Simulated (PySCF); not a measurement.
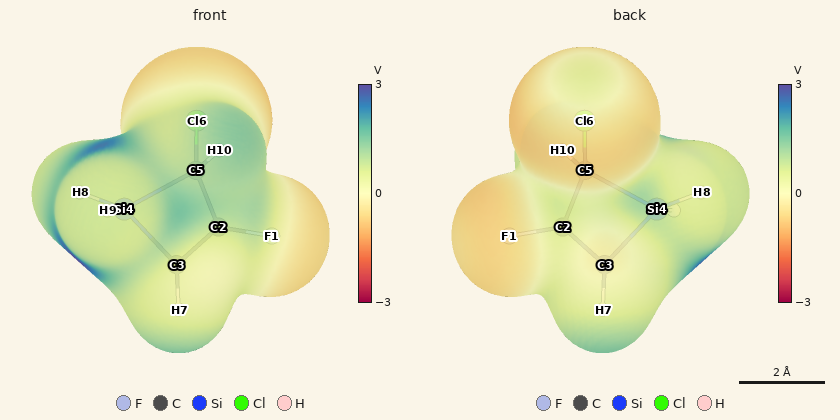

The picture shows: C$_{3}$H$_{4}$ClFSi. The electrostatic potential painted on the density surface at 0.004 e/bohr³, seen from the front and from behind; red is negative and blue positive.

Geometry: GFN2-xTB.

These are results of PBE0/pcSseg-1, SCF density, gas phase, non-relativistic in PySCF 2.14.0, not measurements.

```xyz
10

F    -2.4146   -0.1581   -0.1841
C    -1.0892   -0.0062   -0.2104
C    -0.3155    0.3953   -1.2207
Si    1.2658    0.2655   -0.2014
C    -0.2087   -0.2461    0.9669
Cl   -0.2282   -1.9543    1.5085
H    -0.6315    0.6783   -2.2086
H     2.1744   -0.8336   -0.4912
H     1.9184    1.5146    0.1764
H    -0.4621    0.3492    1.8419
```

**Describe the electrostatic potential map.**

The most negative region (about −0.8 V) lies over Cl6, the most positive (about +2.7 V) over Si4. Cl6 shows a σ-hole: about +0.5 V at the tip opposite its bond, against about −0.6 V on its flanks.

**What dipole moment does the calculation give?**

Its dipole moment is 2.78 D.
